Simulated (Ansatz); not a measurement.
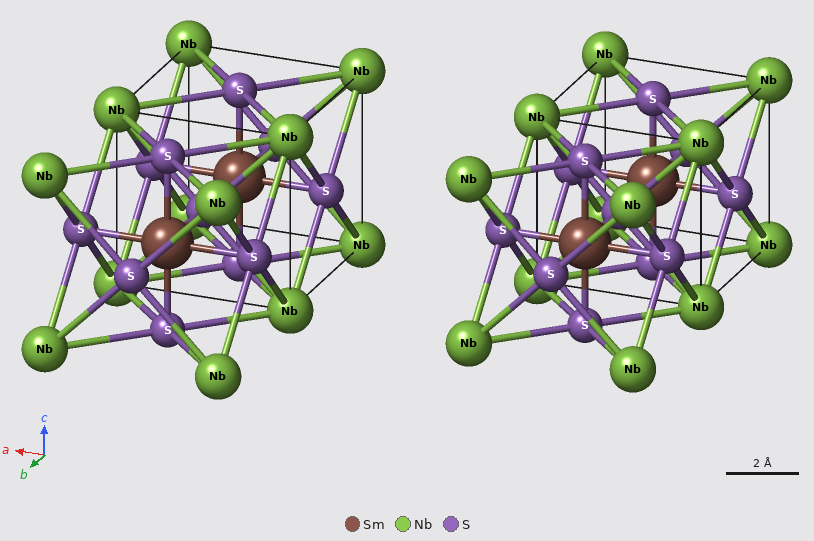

Two geometries of solid SmNbS$_{3}$ (a generated structure, set up in Pm-3m) (coarse preliminary run), drawn at one scale. One is the start of a relaxation, the other its converged end. Style: ball-and-stick. Shown: the cell of the calculation, repeated 1 × 2 × 1 with one cell outlined, from a free direction.

Theory: Ansatz 0.2.0, DFT PBE, scalar-relativistic, plane waves, PAW; 4f electrons in the core of a trivalent norm-conserving potential. Set-up: plane-wave cutoff 690 eV; k-point mesh 4 × 4 × 4; occupations gaussian; smearing width 0.1 eV; collinear spin; cell and atoms relaxed; force threshold 0.04 eV/Å; at most 70 steps.

Question: Which geometry has the lower energy?

Answer: The left one is the relaxed one. Over 2 accepted moves (3 points after the start) the energy falls by 0.739 eV per cell of the calculation. All forces vanish by symmetry, so only the cell relaxes. The pressure goes from 11.87 to 0.32 GPa. The SCF was repeated once at an unchanged geometry on a basis and grid sized afresh for the cell, which shifted the energy by 1.6 meV per cell of the calculation at most. No atom moves by more than 0.005 Å relative to the cell. Cell: a = b = c 4.948 → 5.230 Å (+5.7 %). Volume +18.0 %. Some distances before and after: Nb–S 3.499 → 3.698 Å, S–Sm 2.474 → 2.615 Å. The space group stays Pm-3m (No. 221). Cost: 53 s on 1 thread of Intel(R) Xeon(R) Processor @ 2.70GHz, on a shared host, peak memory 0.58 GiB.
